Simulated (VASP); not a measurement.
# What spin-orbit coupling changes in Si2W, part 2 of 4

What does spin-orbit coupling change in Si2W, and what does it cost? All runs use PBEsol. Left out of this account: 1 further run (fields: a reference on another mesh). The start is a cell from a database of measured crystal structures.

VASP 6.6.1, plane waves and PAW; the level of theory is named at each step.

So far. Step 2 (Bands along the symmetry lines (PBEsol)): There is no gap at this level.

## Step 3: Bands along the symmetry lines (PBEsol + SOC)

This step: PBEsol, spin-orbit coupling; plane waves and PAW (Si, W) (VASP 6.6.1).

Levels along the symmetry lines show where the bands peak and cross; KPOINTS_OPT computes them in the converged potential. Spin-orbit coupling needs spinors and the noncollinear program, where each band holds one electron.

Input file INCAR:

```
SYSTEM = Si2W
PREC = Accurate
ENCUT = 400
EDIFF = 1E-06
NELM = 100
ISMEAR = -1
SIGMA = 0.05
LREAL = .FALSE.
ALGO = Normal
GGA = PS
LNONCOLLINEAR = .TRUE.
MAGMOM = 0 0 0 0 0 0 0 0 0
NBANDS = 26
GGA_COMPAT = .FALSE.
LASPH = .TRUE.
LSORBIT = .TRUE.
LMAXMIX = 4
LORBIT = 11
LWAVE = .FALSE.
LCHARG = .FALSE.
KPAR = 4
```

Input file POSCAR:

```
Si2W
1.0
    0.0000000000     -3.2138000000      0.0000000000
   -3.2138000000      0.0000000000      0.0000000000
    1.6069000000     -1.6069000000     -3.9149500000
Si W
2 1
Direct
    0.3347000000      0.6653000000      0.3306000000
    0.6653000000      0.3347000000      0.6694000000
    0.0000000000      0.0000000000      0.0000000000
```

Input file KPOINTS:

```
Automatic mesh
0
Gamma
9 9 9
0 0 0
```

Input file KPOINTS_OPT:

```
Line mode
16
Line-mode
Reciprocal
  0.00000000   0.00000000   0.00000000 GAMMA
  0.50000000  -0.50000000   0.50000000 X

  0.50000000  -0.50000000   0.50000000 X
  0.58423552  -0.41576448   0.50000000 Y

  0.58423552  -0.41576448   0.50000000 Y
  0.58423552   0.00000000   0.29211776 S

  0.58423552   0.00000000   0.29211776 S
  0.00000000   0.00000000   0.00000000 GAMMA

  0.00000000   0.00000000   0.00000000 GAMMA
  0.00000000   0.00000000  -0.50000000 Z

  0.00000000   0.00000000  -0.50000000 Z
  0.41576448   0.00000000  -0.29211776 S1

  0.41576448   0.00000000  -0.29211776 S1
  0.50000000   0.00000000   0.00000000 N

  0.50000000   0.00000000   0.00000000 N
  0.50000000  -0.50000000   0.25000000 P

  0.50000000  -0.50000000   0.25000000 P
  0.41576448  -0.41576448  -0.08423552 Y1

  0.41576448  -0.41576448  -0.08423552 Y1
  0.00000000   0.00000000  -0.50000000 Z

  0.50000000  -0.50000000   0.50000000 X
  0.50000000  -0.50000000   0.25000000 P
```

Potentials, in the order of the species: Si and W (PBE family, release 64).

Command:

```
$ mpirun -np 4 vasp_ncl
```

Log:

```text
[banner, memory and clock lines left out]
running    4 mpi-ranks, on    1 nodes
 distrk:  each k-point on    1 cores,    4 groups
 distr:  one band on    1 cores,    1 groups

 POSCAR found type information on POSCAR SiW
 POSCAR found :  2 types and       3 ions
 [... a notice as in an earlier step ...]

 LDA part: xc-table for (Slater+PW92), standard interpolation
 POSCAR, INCAR and KPOINTS ok, starting setup
 FFT: planning ... GRIDC
 FFT: planning ... GRID_SOFT
 FFT: planning ... GRID
 WAVECAR not read
 entering main loop
       N       E                     dE             d eps       ncg     rms          rms(c)
DAV:   1     0.216784033359E+02    0.21678E+02   -0.49354E+03  3996   0.758E+02
DAV:   2    -0.253772914350E+02   -0.47056E+02   -0.43592E+02  4854   0.179E+02
DAV:   3    -0.277270747959E+02   -0.23498E+01   -0.22732E+01  5316   0.338E+01
DAV:   4    -0.277653442274E+02   -0.38269E-01   -0.38125E-01  4980   0.456E+00
DAV:   5    -0.277660171178E+02   -0.67289E-03   -0.67246E-03  5288   0.529E-01    0.265E+01
DAV:   6    -0.270301571949E+02    0.73586E+00   -0.18194E+00  5464   0.902E+00    0.110E+01
DAV:   7    -0.269116336296E+02    0.11852E+00   -0.22484E-01  4480   0.347E+00    0.602E+00
DAV:   8    -0.268865350462E+02    0.25099E-01   -0.34068E-02  4876   0.128E+00    0.127E+00
DAV:   9    -0.268860359880E+02    0.49906E-03   -0.20487E-03  5228   0.331E-01    0.364E-01
DAV:  10    -0.268858533756E+02    0.18261E-03   -0.55447E-04  4664   0.162E-01    0.191E-01
DAV:  11    -0.268858596222E+02   -0.62466E-05   -0.96026E-05  4640   0.662E-02    0.379E-02
DAV:  12    -0.268858529907E+02    0.66315E-05   -0.85951E-06  4522   0.199E-02    0.112E-02
DAV:  13    -0.268858530951E+02   -0.10440E-06   -0.88643E-07  3222   0.635E-03
   1 F= -.26885853E+02 E0= -.26884482E+02  d E =-.274239E-02  mag=     0.0000     0.0000    -0.0000
 Start KPOINTS_OPT (optional k-point list driver)
k-point batch [1-75\176]
       N       E                     dE             ncg
DAV:   1     0.929508203206E+04   -0.14175E+05     3980
DAV:   2     0.573731994844E+04   -0.35578E+04     4904
DAV:   3     0.555315585595E+04   -0.18416E+03     5240
DAV:   4     0.555001406106E+04   -0.31418E+01     4814
DAV:   5     0.554995584262E+04   -0.58218E-01     5278
DAV:   6     0.554995480237E+04   -0.10403E-02     5040
DAV:   7     0.554995478275E+04   -0.19617E-04     4852
DAV:   8     0.554995478232E+04   -0.43299E-06     3756
[...]
k-point batch [151-176\176]
       N       E                     dE             ncg
DAV:   1     0.263482629811E+05   -0.83704E+04     1392
DAV:   2     0.251835519115E+05   -0.11647E+04     1682
DAV:   3     0.251295808967E+05   -0.53971E+02     1796
DAV:   4     0.251287406732E+05   -0.84022E+00     1604
DAV:   5     0.251287244538E+05   -0.16219E-01     1638
DAV:   6     0.251287238647E+05   -0.58917E-03     1724
DAV:   7     0.251287238527E+05   -0.12025E-04     1468
DAV:   8     0.251287238522E+05   -0.42241E-06     1322
```

Elapsed: 62 s, on 4 MPI ranks of AMD EPYC 7R43, shared host; peak memory 1.1 GiB; 4 min of CPU time.

Parts of OUTCAR (step 3):

```text
The static configuration has the point symmetry D_4h.

 Found     75 irreducible k-points:

   k-points           NKPTS =     75   k-points in BZ     NKDIM =     75   number of bands    NBANDS=     26

   NELECT =      14.0000    total number of electrons

 E-fermi :  10.3725

 k-point     1 :       0.0000    0.0000    0.0000
  band No.  band energies     occupation
    ...
      8       7.0494      1.00000
      9       7.5265      1.00000
     10       7.5265      1.00000
     11       7.6852      1.00000
     12       7.6852      1.00000
     13      11.0526      0.00000
     14      11.0526      0.00000
     15      12.9675      0.00000
     16      12.9675      0.00000
     17      13.3926      0.00000
    ...

 k-point     2 :       0.1111    0.0000    0.0000
  band No.  band energies     occupation
    ...
     10       7.7268      1.00000
     11       7.8527      1.00000
     12       7.8527      1.00000
     13      10.2624      0.90038
     14      10.2624      0.90038
     15      12.4843      0.00000
     16      12.4843      0.00000
     17      13.0039      0.00000
     18      13.0039      0.00000
     19      14.0240      0.00000
    ...

  Total       -0.5897033     -0.5897033     -0.5617118      0.0000000      0.0000000      0.0000000
  in kB      -23.3657782    -23.3657782    -22.2566715      0.0000000      0.0000000      0.0000000
  external PRESSURE =     -22.9960760 kB  Pullay stress =       0.0000000 kB

 POSITION                                       TOTAL-FORCE (eV/Angst)
 -----------------------------------------------------------------------------------
     -1.60690     -1.60690     -1.29428        -0.000000      0.000000      0.008546
      0.00000     -3.21380     -2.62067         0.000000     -0.000000     -0.008546
      0.00000      0.00000      0.00000         0.000000     -0.000000      0.000000
 -----------------------------------------------------------------------------------
    total drift:                                0.000000      0.000000     -0.000000

  FREE ENERGIE OF THE ION-ELECTRON SYSTEM (eV)
  ---------------------------------------------------
  free  energy   TOTEN  =       -26.8858530951 eV

  energy  without entropy=      -26.8831107101  energy(sigma->0) =      -26.88448190

 Spin-Orbit-Coupling matrix elements
 Ion:    1  E_soc:     -0.0011056
 Ion:    2  E_soc:     -0.0011056
 Ion:    3  E_soc:     -0.3332546

 total charge
# of ion       s       p       d       tot
------------------------------------------
    1        0.737   0.889   0.000   1.625
    2        0.737   0.889   0.000   1.625
    3        0.557   0.681   4.509   5.747
--------------------------------------------------
tot          2.031   2.458   4.509   8.998

 magnetization (x)
# of ion       s       p       d       tot
------------------------------------------
    1        0.000  -0.000   0.000  -0.000
    2        0.000  -0.000   0.000  -0.000
    3        0.000   0.000  -0.000  -0.000
--------------------------------------------------
tot          0.000  -0.000  -0.000  -0.000

 magnetization (y)
# of ion       s       p       d       tot
------------------------------------------
    1       -0.000  -0.000   0.000  -0.000
    2       -0.000  -0.000   0.000  -0.000
    3        0.000   0.000  -0.000  -0.000
--------------------------------------------------
tot         -0.000  -0.000  -0.000  -0.000

 magnetization (z)
# of ion       s       p       d       tot
------------------------------------------
    1        0.000   0.000   0.000   0.000
    2        0.000   0.000   0.000   0.000
    3        0.000  -0.000   0.000   0.000
--------------------------------------------------
tot          0.000  -0.000   0.000   0.000

[... 7 parts as in an earlier step ...]

[... 5 further parts left out ...]
```

At this level the cell is under a tension of 2.3 GPa, so at these settings it is away from equilibrium.

This step gave:

```
SCF cycles              : 13
bands                   : 26
free energy (TOTEN)     : -26.89 eV
energy at zero smearing : -26.88 eV
Fermi energy            : 10.37 eV
pressure                : -2.300 GPa
```

On-site spin-orbit energy by atom:

| atom | on-site spin-orbit energy (eV) |
| --- | --- |
| Si1 | -0.001 |
| Si2 | -0.001 |
| W3 | -0.333 |

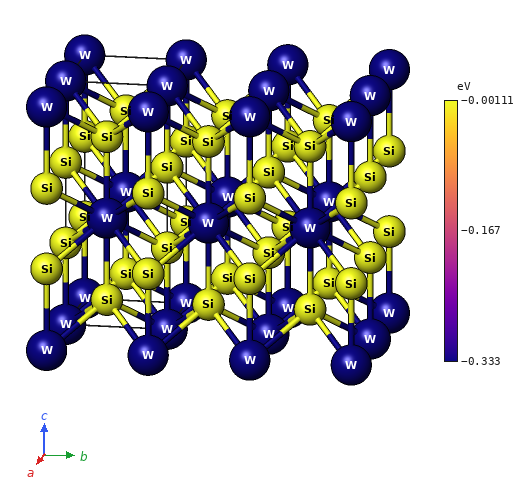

Atoms coloured by on-site spin-orbit energy. 2×3×1 conventional cells are drawn. Some periodic images of atoms are drawn too.

Electronic bands along the path, in eV, zero at the Fermi level; # counts the bands kept, so #1 is VASP's band 3:

| point | #9 | #10 | #11 | #12 | #13 | #14 | #15 | #16 |
| --- | --- | --- | --- | --- | --- | --- | --- | --- |
| Γ | -2.69 | -2.69 | 0.68 | 0.68 | 2.60 | 2.60 | 3.02 | 3.02 |
| X | -3.20 | -3.20 | -1.75 | -1.75 | 2.90 | 2.90 | 2.92 | 2.92 |
| Y | -3.06 | -3.06 | -2.28 | -2.28 | 1.99 | 1.99 | 2.24 | 2.24 |
| S | -2.41 | -2.41 | -0.25 | -0.25 | 1.85 | 1.85 | 2.58 | 2.58 |
| Γ | -2.69 | -2.69 | 0.68 | 0.68 | 2.60 | 2.60 | 3.02 | 3.02 |
| Z | -0.64 | -0.64 | -0.55 | -0.55 | -0.34 | -0.34 | 0.88 | 0.88 |
| S1 | -2.41 | -2.41 | -0.25 | -0.25 | 1.85 | 1.85 | 2.58 | 2.58 |
| N | -2.67 | -2.67 | -0.36 | -0.36 | 2.71 | 2.71 | 2.89 | 2.89 |
| P | -2.48 | -2.48 | -2.25 | -2.25 | 0.18 | 0.18 | 2.94 | 2.94 |
| Y1 | -3.06 | -3.06 | -2.28 | -2.28 | 1.99 | 1.99 | 2.24 | 2.24 |
| Z | -0.64 | -0.64 | -0.55 | -0.55 | -0.34 | -0.34 | 0.88 | 0.88 |
| jump to X | -3.20 | -3.20 | -1.75 | -1.75 | 2.90 | 2.90 | 2.92 | 2.92 |
| P | -2.48 | -2.48 | -2.25 | -2.25 | 0.18 | 0.18 | 2.94 | 2.94 |

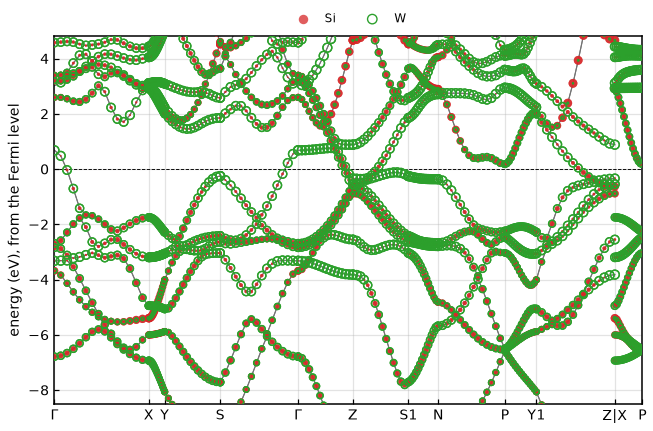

Electronic bands along the path; dots are coloured as in the legend, and their area grows with the weight.

There is no gap at this level. Without the coupling there was no gap either. The run took 3.1 times the core time, with 26 spinor bands against 20.

## Step 4: Total and projected DOS (PBEsol)

This step: PBEsol; plane waves and PAW (Si, W) (VASP 6.6.1).

Here the states are counted by energy and projected on the atoms.

Input file INCAR:

```
SYSTEM = Si2W
PREC = Accurate
ENCUT = 400
EDIFF = 1E-06
NELM = 100
ISMEAR = -5
SIGMA = 0.05
LREAL = .FALSE.
ALGO = Normal
GGA = PS
NBANDS = 20
LASPH = .TRUE.
LORBIT = 11
LWAVE = .FALSE.
LCHARG = .FALSE.
KPAR = 4
NEDOS = 2001
```

POSCAR is that of step 3.

KPOINTS is that of step 3.

Command:

```
$ mpirun -np 4 vasp_std
```

Log:

```text
[... set-up lines as in an earlier step ...]
 entering main loop
       N       E                     dE             d eps       ncg     rms          rms(c)
DAV:   1     0.141006598736E+02    0.14101E+02   -0.47016E+03  3032   0.487E+02
DAV:   2    -0.262123377960E+02   -0.40313E+02   -0.37142E+02  3616   0.121E+02
DAV:   3    -0.276115073157E+02   -0.13992E+01   -0.13823E+01  3820   0.177E+01
DAV:   4    -0.276187295117E+02   -0.72222E-02   -0.72222E-02  3540   0.166E+00
DAV:   5    -0.276187816329E+02   -0.52121E-04   -0.52144E-04  3792   0.132E-01    0.264E+01
DAV:   6    -0.268650462976E+02    0.75374E+00   -0.97649E-01  4316   0.588E+00    0.109E+01
DAV:   7    -0.267454444589E+02    0.11960E+00   -0.17459E-01  3280   0.214E+00    0.564E+00
DAV:   8    -0.267213484621E+02    0.24096E-01   -0.36025E-02  3532   0.101E+00    0.624E-01
DAV:   9    -0.267209310508E+02    0.41741E-03   -0.16510E-03  3316   0.221E-01    0.387E-01
DAV:  10    -0.267208891865E+02    0.41864E-04   -0.20048E-04  3624   0.641E-02    0.971E-02
DAV:  11    -0.267208604613E+02    0.28725E-04   -0.47639E-05  3380   0.340E-02    0.262E-02
DAV:  12    -0.267208659950E+02   -0.55338E-05   -0.20294E-06  3504   0.812E-03    0.845E-03
DAV:  13    -0.267208643723E+02    0.16227E-05   -0.14927E-07  1820   0.235E-03    0.160E-03
DAV:  14    -0.267208643297E+02    0.42631E-07   -0.16411E-08  1768   0.831E-04
   1 F= -.26720864E+02 E0= -.26720864E+02  d E =0.000000E+00
 -----------------------------------------------------------------------------
|                                                                             |
|           W    W    AA    RRRRR   N    N  II  N    N   GGGG   !!!           |
|           W    W   A  A   R    R  NN   N  II  NN   N  G    G  !!!           |
|           W    W  A    A  R    R  N N  N  II  N N  N  G       !!!           |
|           W WW W  AAAAAA  RRRRR   N  N N  II  N  N N  G  GGG   !            |
|           WW  WW  A    A  R   R   N   NN  II  N   NN  G    G                |
|           W    W  A    A  R    R  N    N  II  N    N   GGGG   !!!           |
|                                                                             |
|     Tetrahedron method does not include variations of the Fermi             |
|     occupations, so forces and stress will be inaccurate. We suggest        |
|     using a different smearing scheme ISMEAR = 1 or 2 for metals in         |
|     relaxations.                                                            |
|                                                                             |
 -----------------------------------------------------------------------------
```

It took 12 s on 4 MPI ranks; peak memory 0.56 GiB; 45 s of CPU time.

Parts of OUTCAR (step 4):

```text
The static configuration has the point symmetry D_4h.

 Found     75 irreducible k-points:

   NELECT =      14.0000    total number of electrons

 E-fermi :  10.4472

 k-point     1 :       0.0000    0.0000    0.0000
  band No.  band energies     occupation
    ...
      2       3.5854      2.00000
      3       6.7148      2.00000
      4       7.0844      2.00000
      5       7.5984      2.00000
      6       7.5984      2.00000
      7      11.0389      0.05909
      8      13.2194      0.00000
      9      13.3930      0.00000
     10      13.5672      0.00000
     11      13.5672      0.00000
    ...

 k-point     2 :       0.1111    0.0000    0.0000
  band No.  band energies     occupation
    ...
      3       6.0819      2.00000
      4       7.0734      2.00000
      5       7.7549      2.00000
      6       7.8300      2.00000
      7      10.2634      1.83842
      8      12.5599      0.00000
      9      12.9579      0.00000
     10      14.0412      0.00000
     11      14.4359      0.00000
     12      15.2685      0.00000
    ...

  Total       -0.5766525     -0.5766525     -0.5593290      0.0000000      0.0000000      0.0000000
  in kB      -22.8486654    -22.8486654    -22.1622578      0.0000000      0.0000000      0.0000000
  external PRESSURE =     -22.6198629 kB  Pullay stress =       0.0000000 kB

 POSITION                                       TOTAL-FORCE (eV/Angst)
 -----------------------------------------------------------------------------------
     -1.60690     -1.60690     -1.29428         0.000000     -0.000000      0.038599
      0.00000     -3.21380     -2.62067        -0.000000      0.000000     -0.038599
      0.00000      0.00000      0.00000        -0.000000      0.000000      0.000000
 -----------------------------------------------------------------------------------
    total drift:                               -0.000000      0.000000      0.000000

  FREE ENERGIE OF THE ION-ELECTRON SYSTEM (eV)
  ---------------------------------------------------
  free  energy   TOTEN  =       -26.7208643297 eV

  energy  without entropy=      -26.7208643297  energy(sigma->0) =      -26.72086433

 total charge
# of ion       s       p       d       tot
------------------------------------------
    1        0.736   0.889   0.000   1.625
    2        0.736   0.889   0.000   1.625
    3        0.558   0.673   4.520   5.751
--------------------------------------------------
tot          2.030   2.451   4.520   9.001

[... 8 parts as in an earlier step ...]

[... 5 further parts left out ...]
```

With tetrahedra the forces and stress of a metal are not exact derivatives of the energy.

This step gave:

```
SCF cycles             : 14
bands                  : 20
free energy (TOTEN)    : -26.72 eV
Fermi energy           : 10.45 eV
pressure               : -2.262 GPa
DOS at the Fermi level : 0.1979 states/eV/cell
```

The density of states has structure finer than the step of the table below, so its rows give means over 1 eV, whole bins alone (the curve runs from -12.0 to 5.68 eV). Peaks (eV: height): total -2.6: 5.09, 2.6: 3.03, 3.0: 2.17, 4.4: 3.03; W d -2.6: 2.42, 2.6: 1.48, 3.0: 1.10, 4.3: 1.03; Si p -6.3: 0.363, -4.4: 0.292, -2.6: 0.745, 4.4: 0.444; Si s -9.5: 0.371, -9.2: 0.271, 2.5: 0.253, 4.4: 0.193; W p -6.3: 0.0739, -2.4: 0.441.

States under -12.0 eV and over 5.7 eV are left out. Density of states against energy, zero at the Fermi level; means over each step; values in states/eV/cell:

| energy (eV) | total | W d | Si p | Si s | W p | W s |
| --- | --- | --- | --- | --- | --- | --- |
| -11 | 0.569 | 0.0280 | 0.0283 | 0.183 | 0.0298 | 0.0418 |
| -10 | 0.795 | 0.0890 | 0.0439 | 0.252 | 0.0391 | 0.0417 |
| -9 | 0.851 | 0.111 | 0.0655 | 0.243 | 0.0455 | 0.0356 |
| -8 | 0.657 | 0.124 | 0.0699 | 0.156 | 0.0215 | 0.0177 |
| -7 | 0.708 | 0.140 | 0.125 | 0.0699 | 0.0231 | 0.0579 |
| -6 | 1.17 | 0.234 | 0.254 | 0.0357 | 0.0546 | 0.0821 |
| -5 | 0.862 | 0.223 | 0.139 | 0.0749 | 0.0350 | 0.0496 |
| -4 | 1.46 | 0.511 | 0.204 | 0.0882 | 0.0631 | 0.0803 |
| -3 | 2.95 | 1.34 | 0.418 | 0.0823 | 0.166 | 0.0448 |
| -2 | 2.21 | 1.03 | 0.320 | 0.0312 | 0.155 | 0.00897 |
| -1 | 0.885 | 0.573 | 0.0787 | 0.0113 | 0.0139 | 6.9e-4 |
| 0 | 0.316 | 0.203 | 0.0316 | 0.00561 | 0.00596 | 6.4e-4 |
| 1 | 0.888 | 0.393 | 0.114 | 0.0755 | 0.0196 | 0.0108 |
| 2 | 2.06 | 0.955 | 0.212 | 0.163 | 0.0533 | 0.0591 |
| 3 | 2.03 | 0.898 | 0.197 | 0.144 | 0.0509 | 0.114 |
| 4 | 2.07 | 0.727 | 0.259 | 0.121 | 0.0558 | 0.108 |
| 5 | 1.55 | 0.441 | 0.245 | 0.0800 | 0.0765 | 0.0584 |

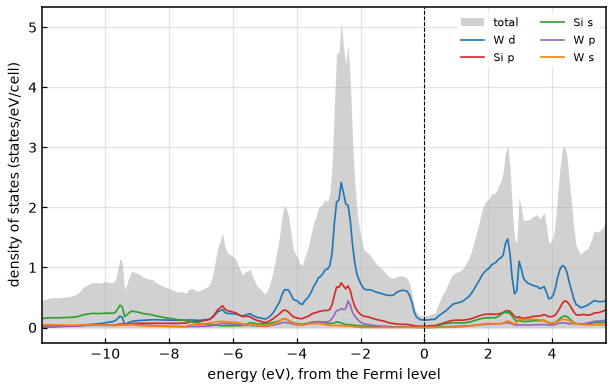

Density of states, plotted against energy.

Of the states within 0.3 eV of the Fermi level, the largest shares in the PAW spheres are W d 63 % and Si p 12 %. The rest lies in smaller channels or between the spheres.

(Part 2 of 4 ends here.)

[Lines on the potential files, build, host, timing and source positions are cut from VASP's logs without a mark.]

[Logs are printed without paths, hosts, clocks, repeated set-up lines and the standing remarks that a program may print on its own settings, such as how far it seeks lower states.]

[Hosts, paths, dates, database ids (printed as entryN), source tags and the programs' standing remarks are cut or masked in the printed files.]

[A measured line is paired with the nearest computed mode of its activity, which favours agreement.]
